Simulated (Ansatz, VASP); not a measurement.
# FeSi in two plane-wave programs

Aim: how closely do two programs agree when they are given the same cell, functional and k mesh?

Method: plane waves, with VASP 6.6.1 beside it; single point at PBE, in Ansatz 0.2.0.

The database entry behind the starting cell differs from later determinations by our own check (an axis about 1.4 % long against later determinations), so it need not match the best structure at ambient conditions.

## Step 1: The starting structure

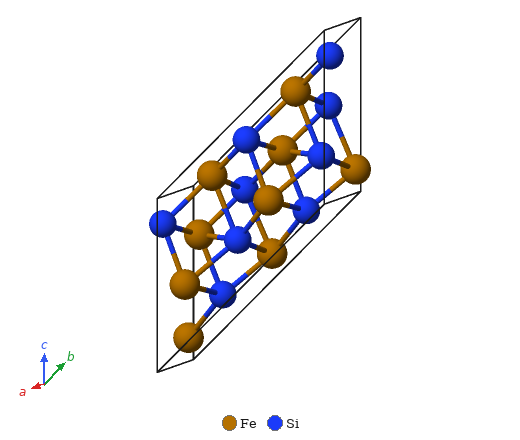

Start, viewed slightly off an axis; iron orange, silicon blue. Some periodic images of atoms are drawn too.

Coordinates:

```cif
data_structure
_symmetry_space_group_name_H-M 'P 1'
_symmetry_Int_Tables_number 1
_cell_length_a 4.5507
_cell_length_b 9.1014
_cell_length_c 6.4357
_cell_angle_alpha 45.000
_cell_angle_beta 90.000
_cell_angle_gamma 90.000
_cell_volume 188.48
loop_
_atom_site_label
_atom_site_type_symbol
_atom_site_fract_x
_atom_site_fract_y
_atom_site_fract_z
_atom_site_occupancy
Fe1 Fe 0.13652 0.00000 0.13652 1
Fe2 Fe 0.13652 0.50000 0.13652 1
Fe3 Fe 0.36348 0.11348 0.63652 1
Fe4 Fe 0.36348 0.61348 0.63652 1
Fe5 Fe 0.63652 0.75000 0.86348 1
Fe6 Fe 0.63652 0.25000 0.86348 1
Fe7 Fe 0.86348 0.13652 0.36348 1
Fe8 Fe 0.86348 0.63652 0.36348 1
Si9 Si 0.84240 0.00000 0.84240 1
Si10 Si 0.84240 0.50000 0.84240 1
Si11 Si 0.65760 0.90760 0.34240 1
Si12 Si 0.65760 0.40760 0.34240 1
Si13 Si 0.34240 0.25000 0.15760 1
Si14 Si 0.34240 0.75000 0.15760 1
Si15 Si 0.15760 0.84240 0.65760 1
Si16 Si 0.15760 0.34240 0.65760 1
```

## Step 2: Ansatz: single point, PBE

Ansatz runs on its default PAW (the set named soft_2) files.

With cell and atoms fixed, the geometry can't cause a difference; cores, projectors, grids and the points listed under the comparison can.

Input file input.yaml:

```yaml
crystal:
  lattice:
    - [4.5507, 0.0, 0.0]
    - [0.0, 9.1014, 0.0]
    - [0.0, 4.5507, 4.5507]
  atoms:
    - { symbol: Fe, position: [0.13652, 0.0, 0.13652], spin: 2.8 }
    - { symbol: Fe, position: [0.13652, 0.5, 0.13652], spin: -2.8 }
    - { symbol: Fe, position: [0.36348, 0.11348, 0.63652], spin: 2.8 }
    - { symbol: Fe, position: [0.36348, 0.61348, 0.63652], spin: -2.8 }
    - { symbol: Fe, position: [0.63652, 0.75, 0.86348], spin: 2.8 }
    - { symbol: Fe, position: [0.63652, 0.25, 0.86348], spin: -2.8 }
    - { symbol: Fe, position: [0.86348, 0.13652, 0.36348], spin: -2.8 }
    - { symbol: Fe, position: [0.86348, 0.63652, 0.36348], spin: 2.8 }
    - { symbol: Si, position: [0.8424, 0.0, 0.8424] }
    - { symbol: Si, position: [0.8424, 0.5, 0.8424] }
    - { symbol: Si, position: [0.6576, 0.9076, 0.3424] }
    - { symbol: Si, position: [0.6576, 0.4076, 0.3424] }
    - { symbol: Si, position: [0.3424, 0.25, 0.1576] }
    - { symbol: Si, position: [0.3424, 0.75, 0.1576] }
    - { symbol: Si, position: [0.1576, 0.8424, 0.6576] }
    - { symbol: Si, position: [0.1576, 0.3424, 0.6576] }
hamiltonian:
  xc: pbe
  pseudopotentials: { kind: paw }
magnetization:
  spin_polarized: true
kpoints:
  mp_grid: { grid: [10, 5, 10] }
scf:
  occupations: { method: fermi_dirac, width: 0.15 }
  n_extra_bands: 21
output:
  forces: true
  stress: true
  eigenvalues: true
  write_density: true
  write_potential: true
  elf: true
  volumetric_format: npy
```

On the command line:

```
$ ansatz run input.yaml --threads 4 --pin off --max-ram 9216MiB --backend cpu --events-out ev --progress --plain --runs-dir out
```

Numbers of over 12 decimals in the logs are rounded to 6 here.

What it wrote:

```text
scf.n_extra_bands = 21 over 80 filled bands (N_el = 160.0): the run solves 101 bands
Engine: ansatz 0.2.0, x86_64-unknown-linux-gnu
Pseudopotentials: kind: paw
Pseudopotential: Fe, paw, valence charge 16, recommended cutoff 420 eV (normal), Fe.paw.azcp
Pseudopotential: Si, paw, valence charge 4, recommended cutoff 420 eV (normal), Si.paw.azcp
Functional definition: PBE
  parameter kappa = 0.804
  parameter beta = 0.066725
  exchange = pbe_x(kappa = kappa, mu = beta*pi^2/3)
  correlation = pbe_c(beta = beta)
Crystal: 16 atoms, lattice volume = 188.480 Å³
Basis set: ecut = 420 eV, 3691 PW (Γ), exchange–correlation on 64×128×90 points (8 copies of the dense FFT grid, shifted against one another)
Bands: 101, of which v1, the nominal top of the filled ones, is band 80 counted from 1 (79 counted from 0)
Symmetry: 2 space group operations
Space group: P21 (ITA 4), of the structure as read, at distance tolerance 5.7e-5 Å
Magnetic group: BNS 4.10 (UNI 17), of the structure as read, at distance tolerance 5.7e-5 Å
k-points: 156 of 500 (time reversal used)
Non-local potential: Fe, projectors of the file, l = 0: 3, l = 1: 2, l = 2: 3, l = 3: 1
Non-local potential: Si, projectors of the file, l = 0: 2, l = 1: 2, l = 2: 2
PAW form: soft (Blöchl's): semilocal exchange-correlation on the pseudo side does not see the compensation charge
PAW one-centre angular grid: Fe, 590 points (default); XC on 64 Gauss nodes
PAW one-centre angular grid: Si, 110 points (default); XC on 64 Gauss nodes
Initial density: superposition of atomic densities (chi_scale 0.1, normalization cell)
Starting moments: Σ|m| = 22.4 μB on 8 of 16 sites
Starting magnetic order: antiferromagnet; a translation exchanges its spin sublattices: spin-degenerate at every k-point
Initial wavefunctions: pseudopotential atomic-orbital guess
Functional: x = pbe(κ = 0.804, μ = 0.219515), c = pbe(β = 0.066725)
SCF iter   1: F=—  HF=-40935.543686 eV  |F-HF|=—  |Δ(HF+E_count)|=         —  Δρ=1.43e-1 (↑1.43e-1 ↓1.43e-1)  dr2=8.71e0  dr2_m=3.20e1  M=0.000 μB ∫|m|=8.078 μB  β_m=0.30  ethr=3.10e-3  ⟨swp⟩=6.0  Hψ=58978  notcnv=0  defer=28
Mixer restart at iter 1: flushing history
preconditioner: auto → Kerker (q_TF=auto, 2.655 Å⁻¹)  [metal: Δε(μ)=0.006 eV  Ē_g=6.314 eV  σ=0.150 eV  W_gap=0.01  n_scr=62 (ndim 8)  ℏωp=26.5 eV  f_vac=0.000  D(μ)=15.84/eV (n_scr^D=176)]
spin=Collinear: Kerker preconditioning applied to the charge; magnetization (m = ρ↑ − ρ↓) channel mixes plain (no charge-response kernel on spin).
SCF iter   2: F=—  HF=-40930.733639 eV  |F-HF|=—  |Δ(HF+E_count)|=    4.81e0  Δρ=9.83e-2 (↑9.83e-2 ↓9.83e-2)  dr2=2.09e0  dr2_m=1.62e1  M=0.000 μB ∫|m|=7.887 μB  β_m=0.58  ethr=3.10e-3  ⟨swp⟩=2.6  Hψ=28612  notcnv=0  defer=5
SCF iter   3: F=—  HF=-40940.441045 eV  |F-HF|=—  |Δ(HF+E_count)|=    9.71e0  Δρ=5.94e-2 (↑5.94e-2 ↓5.94e-2)  dr2=2.91e0  dr2_m=4.76e0  M=0.000 μB ∫|m|=4.535 μB  β_m=0.61  ethr=1.31e-3  ⟨swp⟩=4.7  Hψ=33647  notcnv=0  defer=6
SCF iter   4: F=—  HF=-40938.425893 eV  |F-HF|=—  |Δ(HF+E_count)|=    2.02e0  Δρ=1.46e-2 (↑1.46e-2 ↓1.46e-2)  dr2=7.89e-1  dr2_m=2.54e-1  M=0.000 μB ∫|m|=2.292 μB  β_m=0.78  ethr=1.31e-3  ⟨swp⟩=2.1  Hψ=30857  notcnv=0  defer=69
SCF iter   5: F=—  HF=-40937.785979 eV  |F-HF|=—  |Δ(HF+E_count)|=   6.40e-1  Δρ=1.52e-2 (↑1.52e-2 ↓1.52e-2)  dr2=1.49e0  dr2_m=2.95e-2  M=0.000 μB ∫|m|=0.147 μB  β_m=0.89  ethr=4.93e-4  ⟨swp⟩=3.1  Hψ=27227  notcnv=0  defer=69
SCF iter   6: F=—  HF=-40938.407403 eV  |F-HF|=—  |Δ(HF+E_count)|=   6.21e-1  Δρ=1.07e-2 (↑1.07e-2 ↓1.07e-2)  dr2=7.91e-1  dr2_m=6.68e-3  M=0.000 μB ∫|m|=0.358 μB  β_m=0.95  ethr=4.93e-4  ⟨swp⟩=2.0  Hψ=20446  notcnv=0  defer=111
SCF iter   7: F=—  HF=-40938.455099 eV  |F-HF|=—  |Δ(HF+E_count)|=   4.77e-2  Δρ=4.58e-3 (↑4.58e-3 ↓4.58e-3)  dr2=9.61e-2  dr2_m=1.43e-2  M=0.000 μB ∫|m|=0.416 μB  β_m=0.97  ethr=4.93e-4  ⟨swp⟩=2.0  Hψ=23002  notcnv=0  defer=111
SCF iter   8: F=—  HF=-40938.453210 eV  |F-HF|=—  |Δ(HF+E_count)|=   1.89e-3  Δρ=2.35e-3 (↑2.35e-3 ↓2.35e-3)  dr2=2.90e-2  dr2_m=1.19e-3  M=0.000 μB ∫|m|=0.172 μB  β_m=0.69  ethr=6.01e-5  ⟨swp⟩=2.0  Hψ=24512  notcnv=0  defer=102
SCF iter   9: F=—  HF=-40938.450443 eV  |F-HF|=—  |Δ(HF+E_count)|=   2.77e-3  Δρ=3.54e-4 (↑3.54e-4 ↓3.54e-4)  dr2=3.37e-4  dr2_m=9.17e-5  M=0.000 μB ∫|m|=0.061 μB  β_m=0.85  ethr=1.81e-5  ⟨swp⟩=2.0  Hψ=21815  notcnv=0  defer=97
SCF iter  10: F=—  HF=-40938.450628 eV  |F-HF|=—  |Δ(HF+E_count)|=   1.86e-4  Δρ=1.20e-4 (↑1.20e-4 ↓1.20e-4)  dr2=6.13e-5  dr2_m=9.13e-6  M=0.000 μB ∫|m|=0.017 μB  β_m=0.92  ethr=2.11e-7  ⟨swp⟩=2.0  Hψ=23607  notcnv=0  defer=97
SCF iter  11: F=—  HF=-40938.450645 eV  |F-HF|=—  |Δ(HF+E_count)|=   1.64e-5  Δρ=2.78e-5 (↑2.78e-5 ↓2.78e-5)  dr2=1.90e-6  dr2_m=3.79e-7  M=0.000 μB ∫|m|=0.003 μB  β_m=0.96  ethr=3.83e-8  ⟨swp⟩=2.2  Hψ=24322  notcnv=0  defer=97
SCF iter  12: F=—  HF=-40938.450645 eV  |F-HF|=—  |Δ(HF+E_count)|=   7.05e-9  Δρ=1.51e-5 (↑1.51e-5 ↓1.51e-5)  dr2=1.28e-6  dr2_m=2.63e-8  M=0.000 μB ∫|m|=0.001 μB  β_m=0.97  ethr=1.19e-9  ⟨swp⟩=2.0  Hψ=27719  notcnv=0  defer=97
SCF iter  13: F=—  HF=-40938.450645 eV  |F-HF|=—  |Δ(HF+E_count)|=   1.60e-7  Δρ=2.95e-6 (↑2.95e-6 ↓2.95e-6)  dr2=3.12e-8  dr2_m=6.31e-9  M=0.000 μB ∫|m|=0.000 μB  β_m=0.98  ethr=8.02e-10  ⟨swp⟩=2.0  Hψ=20231  notcnv=0  defer=97
SCF iter  14: F=—  HF=-40938.450645 eV  |F-HF|=—  |Δ(HF+E_count)|=   8.27e-9  Δρ=1.02e-6 (↑1.02e-6 ↓1.02e-6)  dr2=2.52e-9  dr2_m=1.09e-9  M=0.000 μB ∫|m|=0.000 μB  β_m=0.99  ethr=1.95e-11  ⟨swp⟩=2.0  Hψ=21632  notcnv=0  defer=97
SCF iter  15: F=-40938.450644 eV  HF=-40938.450645 eV  |F-HF|=2.28e-8  |Δ(HF+E_count)|=   1.42e-9  Δρ=1.60e-6 (↑1.60e-6 ↓1.60e-6)  dr2=2.33e-8  dr2_m=4.09e-11  M=0.000 μB ∫|m|=0.000 μB  ethr=1.58e-12  ⟨swp⟩=7.0  Hψ=87280  notcnv=0
SCF 1 converged in 15 iterations: F = -40938.450644 eV  dr2 = 2.33e-8
  greatest PAW one-centre occupation: 1.000 electrons in one spin orbital (limit 2), on the Fe atom at site 5 (counted from 0), in its partial waves of l = 0
WARN: the starting moments were not kept: the SCF closed with an absolute magnetisation of 5.7e-5 μB, where they sum to 22.4 μB in size (8 sites). That is at most 0.1 of that sum. Measured as dr2_m measures the in/out step, that magnetisation stands 5.6e-10 eV from none, at or under the dr2_threshold of 1.0e-7 eV: it is no larger than a step whose dr2_m would equal this threshold. The system may hold no moment; this  [...]
SCF converged after 15 iterations
Magnetization: 0.0000 μB (80.0000 up, 80.0000 down)
Absolute magnetization: 0.0001 μB (∫|ρ↑−ρ↓|, with the PAW one-centre terms)
Spin contamination: 0.0000 ħ² per cell (⟨S²⟩ above its minimum at these occupations)
Per-site moments (μB) at R_I (Å): [(6.994511775107379e-6, 0.956285), (-6.994511775107377e-6, 0.956285), (-4.349838521991823e-6, 0.956285), (4.34983852199182e-6, 0.956285), (6.994511774958529e-6, 0.956285), (-6.994511774958528e-6, 0.956285), (4.349838522082603e-6, 0.956285), (-4.349838522082603e-6, 0.956285), (1.5589355666488689e-7, 0.956285), (-1.5589355666488657e-7, 0.956285), (-1.293296481937647e-7, 0.956285), (1.2932964819376535e-7, 0.956285), (-1.5589355663321082e-7, 0.956285), (1.558935566332104e-7, 0.956285), (-1.293296482607537e-7, 0.956285), (1.2932964826075282e-7, 0.956285)]
Free energy (F): -40938.450644 eV
Harris-Foulkes:  -40938.450645 eV  (|F-HF|=2.28e-8)
Internal energy: -40937.334257 eV  (E = F + TS)
E sigma→0 (E₀):  -40937.892451 eV
Entropy (-TS):   -1.116387 eV (-69.774 meV/atom)
Fermi energy:    15.462973 eV
--- Per-component energies (eV) ---
  E_band       = -1781.313587
  E_kinetic    = 3187.549158
  E_local      = -21611.781070  (includes V_loc(G=0)·N_el)
  E_nonlocal   = 1910.916289
  E_hartree    = 9368.554405
  E_xc         = -1405.843745
  E_vxc        = -1617.664308  (∫ρ·V_xc dr)
  E_paw        = -15016.091526  (= ΣΔE_a)
  E_vpaw       = -2387.449011  (= ΣTr[D̂ρ^β])
  E_aug_tail   = 0.006790  (compensation charges beyond the density's cutoff)
  E_ewald      = -17370.644558
  E_smearing   = -1.116387  (= −TS)
  E_closure    = 0.000000  (closes the sum)
  Σ components = -40938.450644   (vs F -40938.450644, Δ=0.00e0)
--- Forces (eV/Å), atoms counted from 1 ---
  atom   1  Fe    -0.09458892    -0.09458322    -0.09459266
  atom   2  Fe    -0.09458892    -0.09458322    -0.09459266
  atom   3  Fe     0.09458916     0.09459443    -0.09458574
  atom   4  Fe     0.09458916     0.09459443    -0.09458574
  atom   5  Fe    -0.09458892     0.09458322     0.09459266
  atom   6  Fe    -0.09458892     0.09458322     0.09459266
  atom   7  Fe     0.09458916    -0.09459443     0.09458574
  atom   8  Fe     0.09458916    -0.09459443     0.09458574
  atom   9  Si    -0.08590870    -0.08590583    -0.08589492
  atom  10  Si    -0.08590870    -0.08590583    -0.08589492
  atom  11  Si     0.08591768     0.08592049    -0.08593158
  atom  12  Si     0.08591768     0.08592049    -0.08593158
  atom  13  Si    -0.08590870     0.08590583     0.08589492
  atom  14  Si    -0.08590870     0.08590583     0.08589492
  atom  15  Si     0.08591768    -0.08592049     0.08593158
  atom  16  Si     0.08591768    -0.08592049     0.08593158
  max |Σ_I F_I| component: 3.68e-5 eV/Å
--- Stress (GPa, compression-positive) ---
      -12.900314       0.000000       0.000000
        0.000000     -12.900314      -0.000038
        0.000000      -0.000038     -12.900314
  P = ⅓ Tr σ = -12.9003 GPa (-129.003 kbar)
--- Band table (eV; the first three rows and the last of 312) ---
  k-point 0 ↑: bands = [... 76 lower, 15.1245, 15.1245, 15.3255, 15.3255, 15.9702, 15.9702, 15.9887, 15.9887, ... 17 higher]
  k-point 1 ↑: bands = [... 76 lower, 15.0683, 15.2528, 15.3053, 15.3241, 15.8403, 15.8712, 15.8712, 15.9619, ... 17 higher]
  k-point 2 ↑: bands = [... 76 lower, 15.1365, 15.2492, 15.3205, 15.3569, 15.7185, 15.7253, 15.7253, 15.8850, ... 17 higher]
  k-point 155 ↓: bands = [... 76 lower, 15.0624, 15.0624, 15.0727, 15.0727, 15.7049, 15.7049, 15.7195, 15.7195, ... 17 higher]
```

The job ended after 4.8 min (4 threads of Intel Xeon 6975P-C (Granite Rapids), shared host; peak memory 5 GiB; 19 min of CPU time).

The column dr2 measures how far the density is from self-consistency, as an energy; F and HF (Harris–Foulkes) agree once it is small.

The run ends at a pressure of -12.90 GPa, with forces up to 0.16 eV/Å.

(Continued in part 2 of 2.)

[Lines on the potential files, build, host, timing and source positions are cut from VASP's logs without a mark.]

[Logs are printed without paths, hosts, clocks, repeated set-up lines and the standing remarks that a program may print on its own settings, such as how far it seeks lower states.]

[Hosts, paths, dates, database ids (printed as entryN), source tags and the programs' standing remarks are cut or masked in the printed files.]
